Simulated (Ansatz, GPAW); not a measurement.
# A 7-layer slab of V(110): work function by functional and basis, part 3 of 3

How far do functional and basis move the work function of a 7-layer slab of V(110)?

GPAW 26.7.0 and Ansatz 0.2.0; Ansatz plane waves; slab in vacuum with a dipole correction, relaxation (the session's first sound run).

So far, upper work function (eV): step 2 (relaxation, PBE) 4.69; step 4 (self-consistent run: xc = "LDA") 4.91; step 5 (OptPBE vdW: xc = "optPBE-vdW", GPAW, PAW setups, GPAW) 4.81; step 6 (self-consistent run: xc = "RPBE") 4.56; step 7 (self-consistent run: xc = "vdW-DF2", GPAW, PAW setups, GPAW) 4.88.

### Step 8. Self-consistent run: xc = "revPBE"

Level of this step: GPAW, PAW setups; slab in vacuum (GPAW).

The same geometry under revPBE, to see how far the functional moves the levels against the vacuum.

Contents of run.py:

```python
import json
import numpy as np
from ase import Atoms
from gpaw import GPAW, PW

slab = Atoms(
    ['V', 'V', 'V', 'V', 'V', 'V', 'V'],
    positions=[
        [0.00000, 0.00000, 9.00000],
        [2.13546, 0.00000, 11.13546],
        [0.00000, 0.00000, 13.27092],
        [2.13546, 0.00000, 15.36242],
        [0.00000, 0.00000, 17.44673],
        [2.13546, 0.00000, 19.56463],
        [0.00000, 0.00000, 21.53695]],
    cell=[[2.13546, -1.51, 0.0], [2.13546, 1.51, 0.0], [0.0, 0.0, 30.81277]],
    pbc=[True, True, False])

slab.calc = GPAW(mode=PW(400), xc='revPBE', kpts={'size': (13, 13, 1), 'gamma': True},
                 occupations={'name': 'fermi-dirac', 'width': 0.1}, nbands='160%',
                 convergence={'density': 1e-05}, maxiter=200,
                 poissonsolver={'dipolelayer': 'xy'},
                 symmetry={'tolerance': 1e-3}, txt='slab.txt')
result = {}
energy = slab.get_potential_energy()
fermi = slab.calc.get_fermi_level()
v = slab.calc.get_electrostatic_potential().mean((0, 1)) - fermi
n = slab.calc.get_pseudo_density().mean((0, 1))
L = slab.cell[2, 2]
z = np.arange(len(v)) * L / len(v)
low, high = slab.positions[:, 2].min(), slab.positions[:, 2].max()
below, above = np.interp([low - 6.8, high + 6.8], z, v)
slopes = [np.interp(x, z, np.gradient(v, z)) for x in (low - 6.8, high + 6.8)]
eps = np.array([[slab.calc.get_eigenvalues(k, s) for k in range(len(slab.calc.get_ibz_k_points()))]
                for s in range(slab.calc.get_number_of_spins())]) - fermi
top, bottom = eps[eps < 0].max(), eps[eps > 0].min()
dipole = slab.get_dipole_moment()[2]
print(f'energy {energy:.4f} eV, Fermi level {fermi:.4f} eV, dipole {dipole:.5f} e A')
print(f'potential 6.8 A off the faces, from the Fermi level: lower {below:.4f} eV, upper {above:.4f} eV')
print(f'slope of the potential there: lower {slopes[0]:.5f}, upper {slopes[1]:.5f} eV/A')
print(f'nearest levels on the mesh: {top:.4f} and {bottom:.4f} eV')
print('magnetic moment', round(slab.get_magnetic_moment(), 3))
result.update(energy=energy, fermi=fermi, dipole=dipole, below=below, above=above, slopes=slopes, edges=[top, bottom],
              z=z.tolist(), v=v.tolist(), n=n.tolist(), positions=slab.positions.tolist(),
              forces=slab.get_forces(apply_constraint=False).tolist(), moments=slab.get_magnetic_moments().tolist())
json.dump(result, open('result.json', 'w'))
```

Started as:

```bash
> OMP_NUM_THREADS=1 OPENBLAS_NUM_THREADS=1 python run.py
```

Numbers of over 12 decimals in the logs are rounded to 6 here.

The log of the run:

```text
energy -54.8619 eV, Fermi level 2.2759 eV, dipole 0.00298 e A
potential 6.8 A off the faces, from the Fermi level: lower 4.6632 eV, upper 4.5788 eV
slope of the potential there: lower -0.00004, upper -0.00008 eV/A
nearest levels on the mesh: -0.0016 and 0.0012 eV
magnetic moment 0.0
```

Wall time 15 min (1 thread of Arm Neoverse V1, shared host); peak memory 0.42 GiB.

This step gave:

```
dipole along the normal                    : 0.002976 e·Å
levels nearest the Fermi level on the mesh : -0.001638, 0.001178 eV from the Fermi level
upper work function                        : 4.579 eV
lower work function                        : 4.663 eV
```

The upper face's work function is 4.579 eV, against 4.683 eV in the first plane-wave PBE run at this geometry.

### Step 9. Real-space grid: mode = "fd"

A real-space grid is a second complete basis, so it checks the plane-wave result.

run.py, as its differences from that of step 8:

```diff
@@ -3,3 +3,3 @@
 from ase import Atoms
-from gpaw import GPAW, PW
+from gpaw import GPAW
 
@@ -18,3 +18,3 @@
 
-slab.calc = GPAW(mode=PW(400), xc='revPBE', kpts={'size': (13, 13, 1), 'gamma': True},
+slab.calc = GPAW(mode='fd', h=0.18, xc='PBE', kpts={'size': (13, 13, 1), 'gamma': True},
                  occupations={'name': 'fermi-dirac', 'width': 0.1}, nbands='160%',
```

The log of the run:

```text
energy -57.7875 eV, Fermi level -4.7251 eV, dipole 0.00302 e A
potential 6.8 A off the faces, from the Fermi level: lower 4.7675 eV, upper 4.6827 eV
slope of the potential there: lower -0.00001, upper 0.00001 eV/A
nearest levels on the mesh: -0.0034 and 0.0000 eV
magnetic moment 0.0
```

Elapsed: 58 min, on 1 thread; peak memory 1.9 GiB.

Numbers from this step:

| Item | Value |
| --- | --- |
| dipole along the normal | 0.003024 e·Å |
| levels nearest the Fermi level on the mesh | -0.003375, 1.02e-6 eV from the Fermi level |
| upper work function | 4.683 eV |
| lower work function | 4.768 eV |

The upper face's work function is 4.683 eV, against 4.683 eV in the first plane-wave PBE run at this geometry.

### Step 10. Atomic orbitals: mode = "lcao"

Atom-centred orbitals end a few angstrom from the surface, which tests how much the density's tail matters.

run.py, as its differences from that of step 9:

```diff
@@ -18,4 +18,4 @@
 
-slab.calc = GPAW(mode='fd', h=0.18, xc='PBE', kpts={'size': (13, 13, 1), 'gamma': True},
-                 occupations={'name': 'fermi-dirac', 'width': 0.1}, nbands='160%',
+slab.calc = GPAW(mode='lcao', basis='dzp', h=0.18, xc='PBE', kpts={'size': (13, 13, 1), 'gamma': True},
+                 occupations={'name': 'fermi-dirac', 'width': 0.1}, nbands='120%',
                  convergence={'density': 1e-05}, maxiter=200,
```

The log of the run:

```text
energy -55.6159 eV, Fermi level -4.7047 eV, dipole 0.00307 e A
potential 6.8 A off the faces, from the Fermi level: lower 4.7477 eV, upper 4.6616 eV
slope of the potential there: lower -0.00000, upper -0.00000 eV/A
nearest levels on the mesh: -0.0051 and 0.0021 eV
magnetic moment 0.0
```

Wall time 1.6 h (1 thread); peak memory 0.65 GiB.

This step gave:

```
dipole along the normal                    : 0.003068 e·Å
levels nearest the Fermi level on the mesh : -0.005060, 0.002120 eV from the Fermi level
upper work function                        : 4.662 eV
lower work function                        : 4.748 eV
```

The upper face's work function is 4.662 eV, against 4.683 eV in the first plane-wave PBE run at this geometry.

### Step 11. The ladder

Times are for 1 thread of Arm Neoverse V1, shared host. The series side by side:

| no. | run | upper work function (eV) | lower work function (eV) | time | memory (GiB) |
| --- | --- | --- | --- | --- | --- |
| 1 | pw | 4.683 | 4.769 | 15 min | 0.42 |
| 2 | LDA | 4.907 | 4.987 | 15 min | 0.42 |
| 3 | optPBE vdW | 4.813 | 4.898 | 14 min | 0.57 |
| 4 | RPBE | 4.564 | 4.648 | 16 min | 0.42 |
| 5 | vdW DF2 | 4.875 | 4.964 | 22 min | 0.57 |
| 6 | revPBE | 4.579 | 4.663 | 15 min | 0.42 |
| 7 | fd | 4.683 | 4.768 | 58 min | 1.9 |
| 8 | lcao | 4.662 | 4.748 | 1.6 h | 0.65 |

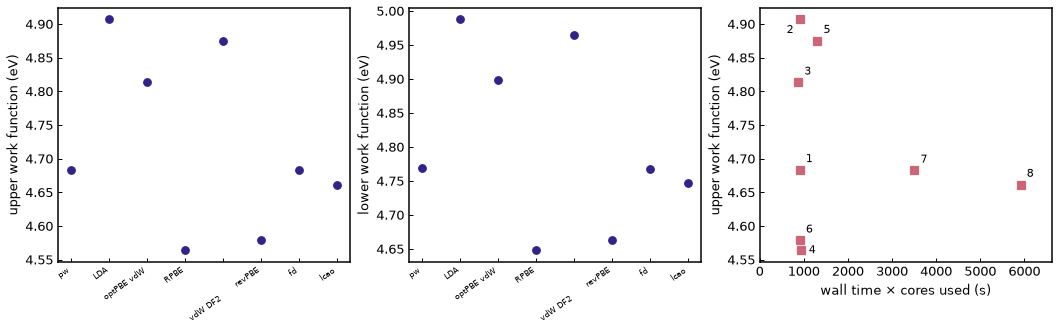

The series as plots; the last panel sets the first result against cost, with the runs numbered as in the table.

### Step 12. A second plane-wave code

A second program with its own datasets checks the number independently.

This step: Ansatz plane waves; slab in vacuum with a dipole correction (Ansatz 0.2.0).

Contents of input.yaml:

```yaml
crystal:
  lattice:
    - [2.1354624792, -1.51, 0.0]
    - [2.1354624792, 1.51, 0.0]
    - [0.0, 0.0, 30.8127748751]
  atoms:
    - { symbol: V, position: [0.0, 0.0, 0.2920866438] }
    - { symbol: V, position: [0.5, 0.5, 0.3613910959] }
    - { symbol: V, position: [0.0, 0.0, 0.4306955479] }
    - { symbol: V, position: [0.5, 0.5, 0.4985730923] }
    - { symbol: V, position: [0.0, 0.0, 0.5662174568] }
    - { symbol: V, position: [0.5, 0.5, 0.6349517878] }
    - { symbol: V, position: [0.0, 0.0, 0.6989615857] }
kpoints:
  mp_grid: { grid: [13, 13, 1] }
hamiltonian:
  xc: pbe
scf:
  occupations: { method: fermi_dirac, width: 0.1 }
efield:
  axis: 3
  dipole_correction: true
  ramp_width: 0.05
output:
  forces: true
  write_potential: true
  write_density: true
  volumetric_format: npy
  elf: true
```

Started as:

```bash
> ansatz run input.yaml --threads 4 --pin off --max-ram 8192MiB --backend cpu --events-out ev --progress --plain --runs-dir out
```

The log of the run:

```text
[...]
Crystal: 7 atoms, lattice volume = 198.715 Å³
Basis set: ecut = 420 eV, 3845 PW (Γ), exchange–correlation on 36×36×432 points (8 copies of the dense FFT grid, shifted against one another)
Bands: 55, of which v1, the nominal top of the filled ones, is band 46 counted from 1 (45 counted from 0)
Symmetry: 4 space group operations
[...]
k-points: 49 of 169
[...]
SCF iter   1: F=—  HF=-20385.168736 eV  |F-HF|=—  |Δ(HF+E_count)|=         —  Δρ=1.82e-2  dr2=1.18e1  ethr=1.77e-3  p=0.007 e·Å  D=6.41e-3 V/Å  ΔV_dip=-0.20 eV  dr2_dipole=1.91e0  V_vac-E_F(+/−)=4.83/5.03 eV  ⟨swp⟩=8.6  Hψ=12180  notcnv=0
[...]
SCF iter   9: F=-20385.074872 eV  HF=-20385.074872 eV  |F-HF|=2.64e-8  |Δ(HF+E_count)|=   2.30e-8  Δρ=3.09e-6  dr2=4.97e-8  ethr=1.10e-10  p=0.003 e·Å  D=2.75e-3 V/Å  ΔV_dip=-0.08 eV  dr2_dipole=1.79e-9  V_vac-E_F(+/−)=4.69/4.77 eV  ⟨swp⟩=16.3  Hψ=21180  notcnv=0
SCF 1 converged in 9 iterations: F = -20385.074872 eV  dr2 = 4.97e-8
[...]
SCF converged after 9 iterations
Free energy (F): -20385.074872 eV
[...]
Internal energy: -20384.669824 eV  (E = F + TS)
E sigma→0 (E₀):  -20384.872348 eV
Entropy (-TS):   -0.405047 eV (-57.864 meV/atom)
Fermi energy:    5.518268 eV
Dipole field:    D = 0.002804 V/Å  (p = 0.003080 e·Å, saw-weighted, corrected)
Work function:   Φ+ = 4.6885 eV   Φ− = 4.7750 eV
[...]
--- Forces (eV/Å), atoms counted from 1 ---
  atom   1  V      0.00000000     0.00000000     0.56319466
  atom   2  V      0.00000000     0.00000000    -0.38379359
  atom   3  V      0.00000000     0.00000000    -0.17845942
  atom   4  V      0.00000000     0.00000000    -0.00320776
  atom   5  V      0.00000000     0.00000000     0.01154935
  atom   6  V      0.00000000     0.00000000    -0.00457982
  atom   7  V      0.00000000     0.00000000    -0.00472458
  max |Σ_I F_I| component: 2.11e-5 eV/Å
--- Band table (eV; the first three rows and the last of 49) ---
  k-point 0: bands = [... 42 lower, 5.6707, 5.6754, 5.7620, 5.8581, 5.9102, 5.9186, 5.9330, 6.1790, ... 5 higher]
  k-point 1: bands = [... 42 lower, 5.5495, 5.6182, 5.6822, 5.7315, 5.8254, 5.9505, 5.9848, 6.1861, ... 5 higher]
  k-point 2: bands = [... 42 lower, 5.3229, 5.4112, 5.4372, 5.6200, 5.6360, 5.6712, 5.9595, 6.2168, ... 5 higher]
  k-point 48: bands = [... 42 lower, 5.2277, 5.7927, 6.0041, 6.7609, 7.0266, 7.1772, 7.3654, 7.4323, ... 5 higher]
```

The job ended after 24 s (4 threads; peak memory 0.74 GiB).

Reading the cycles: dr2 is the Hartree energy of the density residual (eV), the measure of convergence; HF is the Harris–Foulkes estimate of the energy, which meets the free energy F at convergence.

This step gave:

```
upper work function     : 4.689 eV
lower work function     : 4.775 eV
dipole along the normal : 0.003080 e·Å
dipole field            : 0.002804 V/Å
```

The electrostatic potential energy of an electron (with the applied field's), less the Fermi level, planar mean oscillates, so the rows of the table below give means over windows of 2.14 Å about each position, cut where the curve ends. Its maxima inside the range that stand out by 2 % of the span (Å: eV): 10.1: -1.12, 12.3: -1.16, 14.3: -1.53, 16.4: -1.48, 18.5: -1.26, 20.5: -2.56. Its minima: 9.0: -12.9, 11.1: -12.8, 13.3: -12.7, 15.4: -12.7, 17.4: -12.7, 19.5: -12.8, 21.5: -13.0.

Electrostatic potential energy of an electron (with the applied field's), less the Fermi level, planar mean against z; means over each step:

| z (Å) | electrostatic potential energy of an electron (with the applied field's), less the Fermi level, planar mean (eV) |
| --- | --- |
| 1.07 | 4.77 |
| 3.21 | 4.77 |
| 5.35 | 4.74 |
| 7.49 | 1.01 |
| 9.63 | -7.83 |
| 11.77 | -7.74 |
| 13.91 | -8.01 |
| 16.05 | -8.07 |
| 18.19 | -7.86 |
| 20.33 | -8.89 |
| 22.47 | -3.58 |
| 24.61 | 4.58 |
| 26.75 | 4.69 |
| 28.89 | 4.69 |

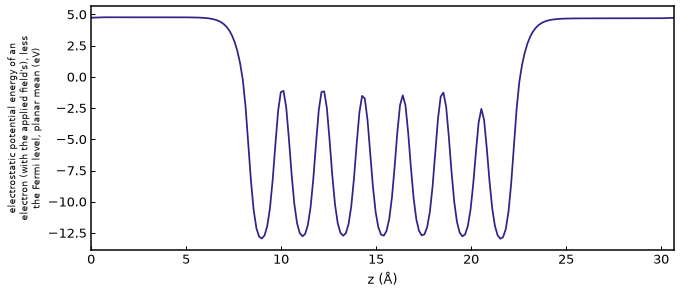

Electrostatic potential energy of an electron (with the applied field's), less the Fermi level, planar mean, plotted against z.

The valence density, planar mean oscillates, so the rows of the table below give means over windows of 2.14 Å about each position, cut where the curve ends. Its maxima inside the range that stand out by 2 % of the span (Å: e/Å³): 9.0: 2.07, 11.1: 2.06, 13.3: 2.06, 15.4: 2.05, 17.4: 2.05, 19.5: 2.06, 21.5: 2.07. Its minima: 10.1: 0.270, 12.3: 0.268, 14.3: 0.279, 16.4: 0.280, 18.5: 0.271, 20.5: 0.322.

Table of valence density, planar mean by z; means over each step:

| z (Å) | valence density, planar mean (e/Å³) |
| --- | --- |
| 3.21 | 5.6e-6 |
| 5.35 | 9.0e-4 |
| 7.49 | 0.133 |
| 9.63 | 0.946 |
| 11.77 | 0.944 |
| 13.91 | 0.967 |
| 16.05 | 0.975 |
| 18.19 | 0.957 |
| 20.33 | 1.07 |
| 22.47 | 0.594 |
| 24.61 | 0.00331 |
| 26.75 | 2.3e-5 |

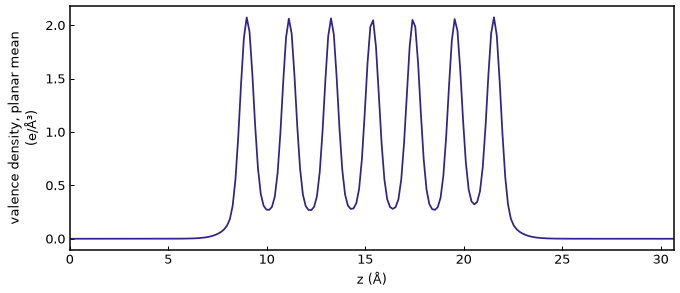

Valence density, planar mean against z.

Force by atom:

| atom | x (eV/Å) | y (eV/Å) | z (eV/Å) | size |
| --- | --- | --- | --- | --- |
| V1 | 0.000 | 0.000 | 0.563 | 0.563 |
| V2 | 0.000 | 0.000 | -0.384 | 0.384 |
| V3 | 0.000 | 0.000 | -0.178 | 0.178 |
| V4 | 0.000 | 0.000 | -0.003 | 0.003 |
| V5 | 0.000 | 0.000 | 0.012 | 0.012 |
| V6 | 0.000 | 0.000 | -0.005 | 0.005 |
| V7 | 0.000 | 0.000 | -0.005 | 0.005 |

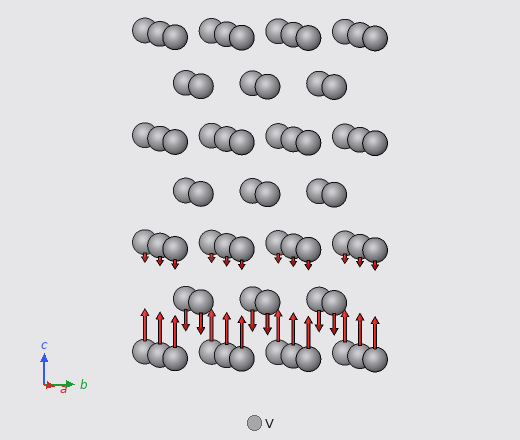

Force as arrows, the longest 0.563 eV/Å. 2×3×1 cells are drawn. Some periodic images of atoms are drawn too.

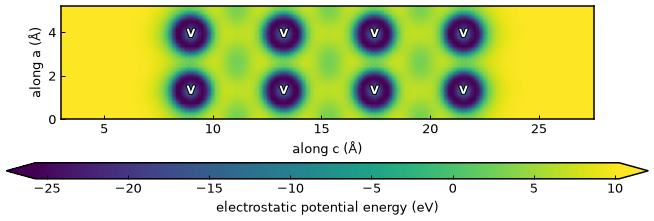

Electrostatic potential energy in the ca plane at fractional y = 0.000, with atoms of V within 0.2 Å of it. With pseudopotentials it is smooth inside the atoms' cores, unlike the true potential. The map starts off the cell's origin, so that atoms lie inside it. The far vacuum is left out of the map.

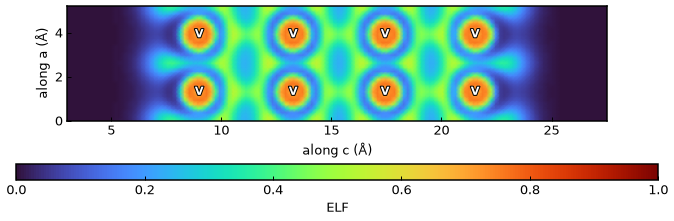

ELF in the ca plane at fractional y = 0.000, with atoms of V within 0.2 Å of it. It is the smooth field of the valence electrons, not physical close to the nuclei. The map starts off the cell's origin, so that atoms lie inside it. The far vacuum is left out of the map.

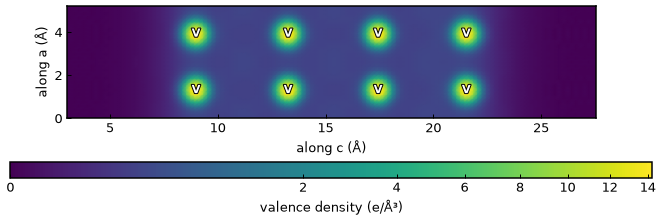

Valence density in the ca plane at fractional y = 0.000, with atoms of V within 0.2 Å of it. It is the smooth field of the valence electrons, not physical close to the nuclei. The map starts off the cell's origin, so that atoms lie inside it. The colour scale is stretched toward low values. The far vacuum is left out of the map.

The upper face's work function is 4.689 eV, against 4.683 eV in the first plane-wave PBE run at this geometry.

### Step 13. Side by side

Results and costs are gathered.

This step: comparison of work functions, dipole and cost (GPAW 26.7.0).

Ladder, by row:

| step | code | work function, upper (eV) | work function, lower (eV) | dipole (e Å) | wall time (s) | peak memory (GiB) | threads |
| --- | --- | --- | --- | --- | --- | --- | --- |
| pw | GPAW | 4.683 | 4.769 | 0.003009 | 905.2 | 0.42 | 1 |
| LDA | GPAW | 4.907 | 4.987 | 0.002839 | 911.3 | 0.42 | 1 |
| optPBE-vdW | GPAW | 4.813 | 4.898 | 0.002977 | 868 | 0.57 | 1 |
| RPBE | GPAW | 4.564 | 4.648 | 0.002961 | 942.9 | 0.42 | 1 |
| vdW-DF2 | GPAW | 4.875 | 4.964 | 0.003116 | 1306 | 0.57 | 1 |
| revPBE | GPAW | 4.579 | 4.663 | 0.002976 | 906.8 | 0.42 | 1 |
| fd | GPAW | 4.683 | 4.768 | 0.003024 | 3504 | 1.91 | 1 |
| lcao | GPAW | 4.662 | 4.748 | 0.003068 | 5911 | 0.65 | 1 |
| ansatz | Ansatz | 4.689 | 4.775 | 0.00308 | 23.81 | 0.742 | 4 |

### Step 14. Results

```json
{"work function, upper and lower face": "4.683 and 4.769 eV", "dipole along the normal": "0.00301 e Å"}
```

With plane waves and PBE the work function is 4.68 eV on the upper face and 4.77 eV on the lower. The two faces differ by 0.085 eV, the step that the slab's dipole makes (e p/(ε0 A) gives 0.084 eV), so the dipole layer is needed. The lowest atoms were held at bulk positions, which alone makes the faces unlike. The measured value for polycrystalline V, which weights the faces of low work function, is 4.3 eV (as compiled in "Anisotropic work function of elemental crystals", 2019, arxiv:1902.07811); the relaxed upper face lies 0.38 eV over it with PBE, and RPBE comes nearest (4.56 eV). Measured work functions scatter by a tenth of an eV or more between methods. Over the sound runs of the table the upper face's work function spans 4.564 (RPBE) to 4.907 eV (LDA). The two plane-wave codes differ by 0.0051 eV on the upper face. The runs had no spin polarisation, so a magnetic state, which thin layers of d-metal atoms can have, wasn't tested. The in-plane lattice was kept as typed, which isn't the functional's own and leaves some strain; spin-orbit coupling and temperature are left out.

[Logs are printed without paths, hosts, clocks, repeated set-up lines and the standing remarks that a program may print on its own settings, such as how far it seeks lower states.]

[Hosts, paths, dates, database ids (printed as entryN), source tags and the programs' standing remarks are cut or masked in the printed files.]
